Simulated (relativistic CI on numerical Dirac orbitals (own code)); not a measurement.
## Run report: Bi⁴⁺, relativistic CI calculation

Bi⁴⁺. Computed at this level: Dirac-Coulomb-Breit CI, KLI orbitals optimised for each configuration, model QED (radiative potential, 1s self-energy scaled to tabulated hydrogen-like ionisation energies), valence Slater integrals scaled by 0.85, self-excluded LDA correlation energy added to each configuration (relativistic CI on numerical Dirac orbitals, in-house).

### Summary

- outcome: converged
- lowest level: 5d¹⁰ 6s ²S₁/₂
- first excited level: 5d¹⁰ 6p ²P°₁/₂, 85,554 cm⁻¹
- ionisation energy: 55.497 eV
- levels computed: 236
- SCF iterations: 237
- hardware: 1 thread of Arm Neoverse V1, 24 GiB of memory available, shared host
- wall time: 3.1 s

### Notes

Caveats: configurations can be misplaced by up to about 7 % of their energy; low levels that differ in the count of f electrons can be misplaced by several ten thousand cm⁻¹; only a limited list of configurations is included, so lower levels can be missing; only lines among the lowest 143 of 236 levels are drawn.

### The input
```
atom Bi  Z=83  charge=4  electrons=79
nucleus A=209  rms_radius_fm=5.5211
hamiltonian dirac-coulomb  breit=on  qed=on  c_scale=1
orbitals kli  potential=per-configuration
slater_scale 0.85
correlation lda-sx
mixing on
configurations
  [Xe] 4f14 5d10 6s
  [Xe] 4f14 5d10 6p
  [Xe] 4f14 5d10 6d
  [Xe] 4f14 5d9 6s2
  [Xe] 4f14 5d10 6f
  [Xe] 4f14 5d10 7s
  [Xe] 4f14 5d9 5f 6s
  [Xe] 4f14 5d10 5f
  [Xe] 4f14 5d9 6s 6p
  [Xe] 4f14 5d10 7p
  [Xe] 4f14 5d9 5g 6s
  [Xe] 4f14 5d10 7d
  [Xe] 4f14 5d10 8s
  [Xe] 4f14 5d10 8p
  [Xe] 4f14 5d10 5g
  [Xe] 4f14 5d10 8d
  [Xe] 4f14 5d10 9s
  [Xe] 4f14 5d10 7f
  [Xe] 4f14 5d10 10s
  [Xe] 4f14 5d9 6s 6d
  [Xe] 4f14 5d9 6s 7s
  [Xe] 4f14 5d9 6s 7p
  [Xe] 4f14 5d9 6s 7d
  [Xe] 4f14 5d9 6s 8s
end
```

Launched within a batch (the task file carries these settings):
```bash
python <driver script> task.json out
```

The program writes its results to a structured record and prints no log; tables and figures of this report are taken from that record.

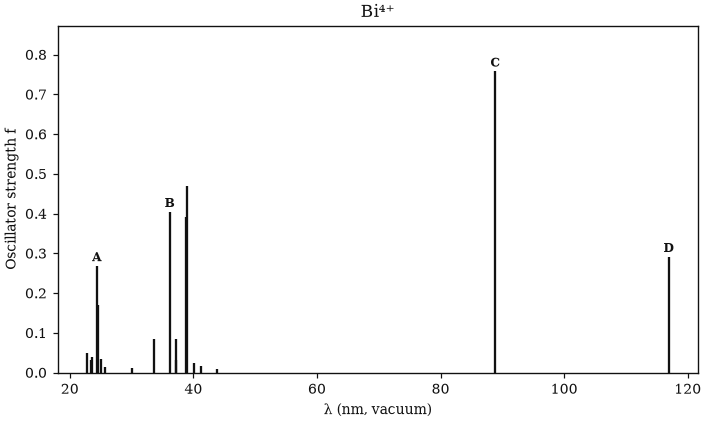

**Figure 1.** Absorption lines from the lowest level (oscillator strengths f) for Bi⁴⁺ (bismuth, Z = 83). A: 5d⁹ 6s 5f J = 3/2 (odd, mixed, level 113) ← 5d¹⁰ 6s ²S₁/₂, 24.35 nm, f = 0.27; B: 5d⁹ 6s 6p ²P°₃/₂ ← 5d¹⁰ 6s ²S₁/₂, 36.16 nm, f = 0.41; C: 5d¹⁰ 6p ²P°₃/₂ ← 5d¹⁰ 6s ²S₁/₂, 88.89 nm, f = 0.76; D: 5d¹⁰ 6p ²P°₁/₂ ← 5d¹⁰ 6s ²S₁/₂, 116.9 nm, f = 0.29. The strongest, C, lies in the extreme ultraviolet region.

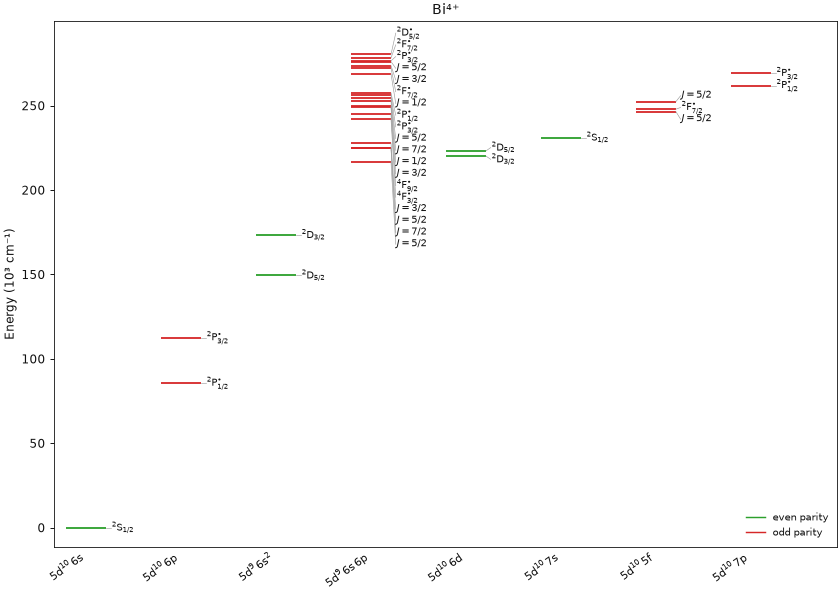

**Figure 2.** Level diagram of Bi⁴⁺. The lowest level is 5d¹⁰ 6s ²S₁/₂. The first excited level, 5d¹⁰ 6p ²P°₁/₂, lies at 85,600 cm⁻¹. It is also the lowest level of opposite parity. The levels are in intermediate coupling, nearer jj (mean leading weight 71 % in LS and 78 % in jj).

| Configuration | Level | E (cm⁻¹) |
| --- | --- | --- |
| 5d¹⁰ 6s | ²S₁/₂ | 0 |
| 5d¹⁰ 6p | ²P°₁/₂ | 85,550 |
| 5d¹⁰ 6p | ²P°₃/₂ | 112,500 |
| 5d⁹ 6s² | ²D₅/₂ | 149,400 |
| 5d⁹ 6s² | ²D₃/₂ | 173,300 |
| 5d⁹ 6s 6p | [(5d₅/₂)⁵ 6s 6p₁/₂] J = 5/2 | 216,800 |
| 5d¹⁰ 6d | ²D₃/₂ | 220,100 |
| 5d¹⁰ 6d | ²D₅/₂ | 223,200 |
| 5d⁹ 6s 6p | [(5d₅/₂)⁵ 6s 6p₁/₂] J = 7/2 | 224,700 |
| 5d⁹ 6s 6p | [(5d₅/₂)⁵ 6s 6p₁/₂] J = 5/2 | 224,900 |
| 5d⁹ 6s 6p | [(5d₅/₂)⁵ 6s 6p₁/₂] J = 3/2 | 228,000 |
| 5d¹⁰ 7s | ²S₁/₂ | 231,100 |
| 5d⁹ 6s 6p | ⁴F°₃/₂ | 242,200 |
| 5d⁹ 6s 6p | ⁴F°₉/₂ | 244,900 |
| 5d¹⁰ 5f | J = 5/2 (odd, mixed) | 246,500 |
| 5d¹⁰ 5f | ²F°₇/₂ | 247,900 |
| 5d⁹ 6s 6p | J = 3/2 (odd, mixed) | 249,500 |
| 5d⁹ 6s 6p | J = 1/2 (odd, mixed) | 249,800 |
